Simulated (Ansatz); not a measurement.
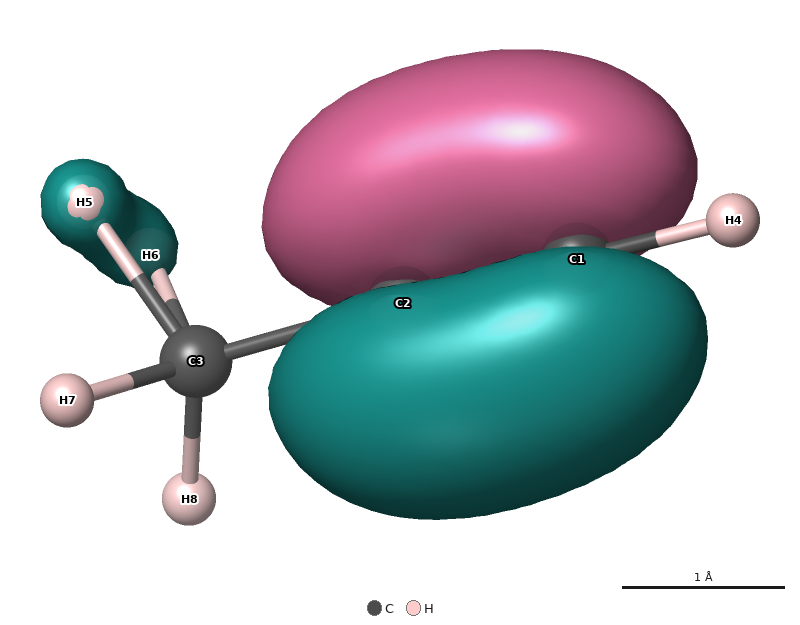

Figure. C3H5 (charge +1). The HOMO−1 at ±0.15 Å⁻³ᐟ² (teal and pink are the two phases), seen at an oblique angle.

Geometry: PBE0-D4/def2-TZVP.

Level of theory: RKS PBE0-D4/def2-TZVPP in Ansatz 0.2.0.

```yaml
atoms:
  - { symbol: C, position_ang: [-1.1126, 0.4803, -0.7165] }
  - { symbol: C, position_ang: [-0.2600, -0.0273, -0.0493] }
  - { symbol: C, position_ang: [0.7480, -0.6752, 0.7300] }
  - { symbol: H, position_ang: [-1.8759, 0.9327, -1.3143] }
  - { symbol: H, position_ang: [1.6361, 0.1040, 1.0474] }
  - { symbol: H, position_ang: [1.0131, -0.0347, 1.7380] }
  - { symbol: H, position_ang: [1.5663, -1.1831, 0.1859] }
  - { symbol: H, position_ang: [0.4177, -1.4387, 1.4591] }
```

### What is the character of this orbital?

It lies mainly on C2 (about 45 %) and C1 (about 40 %); π-bonding across C2–C1. Its energy is −13.95 eV.
